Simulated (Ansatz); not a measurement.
Li3SCl (Pm-3m): refractive index against wavelength

The refractive index of Li3SCl (Pm-3m) below the direct gap (4.16 eV on the mesh) is read from one computed spectrum, n = √(Re ε).

The structure is cubic, space group Pm-3m (No. 221). The conventional cell has a = 4.591 Å, b = 4.591 Å, c = 4.591 Å, α = 90.00°, β = 90.00°, γ = 90.00°. Around Cl on site b lie 12 Li at 3.25 Å. S on site a is surrounded by 6 Li at 2.30 Å. Li on site d has 2 S at 2.30 Å as nearest neighbours.

Method: Ansatz 0.2.0, PBE, independent particles, k-mesh 8×8×8 with interpolation inside its cells, Gaussian parameter 0.15 eV.

Launch of the response step: `ansatz run input.yaml --threads 4 --pin off --max-ram 8192MiB --backend cpu --events-out ev --progress --plain --runs-dir out`. The run took 5 s, on 4 threads of Intel(R) Xeon(R) 6975P-C (Granite Rapids) (shared host).

| wavelength (nm) | photon energy E (eV) | n |
| --- | --- | --- |
| 1310 | 0.946 | 1.8791 |
| 1064 | 1.165 | 1.8856 |
| 850 | 1.459 | 1.8968 |
| 700 | 1.771 | 1.9122 |
| 633 | 1.959 | 1.9233 |
| 532 | 2.331 | 1.9505 |
| 450 | 2.755 | ? |

In the single-oscillator model n² − 1 = E₀E_d/(E₀² − E²), so 1/(n² − 1) = E₀/E_d − E²/(E₀E_d) is linear in E².

Working, on the rows shown:

| x = E² (eV²) | y = 1/(n² − 1) |
| --- | --- |
| 0.895757 | 0.395098 |
| 1.35784 | 0.391315 |
| 2.12762 | 0.384934 |
| 3.13716 | 0.376434 |
| 3.83641 | 0.370496 |
| 5.43137 | 0.356576 |

Means: x̄ = 2.7977, ȳ = 0.37914. Σ(x − x̄)(y − ȳ) = -0.1211, Σ(x − x̄)² = 14.27. Slope = -0.1211 / 14.27 = -0.008485; intercept = ȳ − slope · x̄ = 0.40288. Turned back into n, the line misses the rows shown by at most 0.00044.

**Question.** What does the fit predict for the withheld row, and how well does it do?

**Answer.** At x = 7.5912 the line gives y = 0.33847, that is 1.9886. The run gave 1.9919, so the extrapolation is off by 0.0033, 3 % of the range in the table.

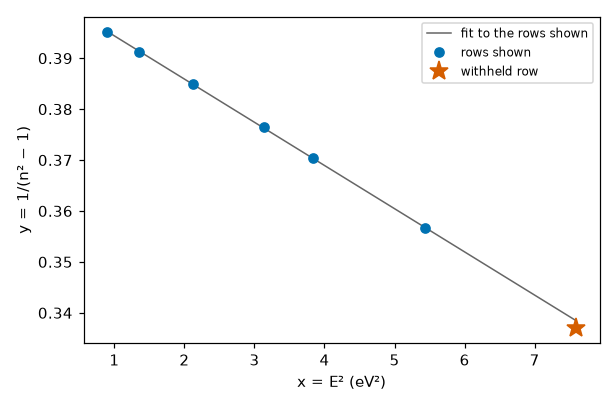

Refitted with all rows, the slope is -0.008667 and the intercept 0.4033. These give E₀ = √(intercept/−slope) = 6.82 eV and E_d = E₀/intercept = 16.9 eV; E₀ is 1.6 times the direct gap. The electronic limit at long wavelengths, without lattice vibrations, is n = √(1 + 1/intercept) = 1.865. The structure is a model and need not exist. Excitons are left out and so are local fields; PBE gaps are as a rule too small.
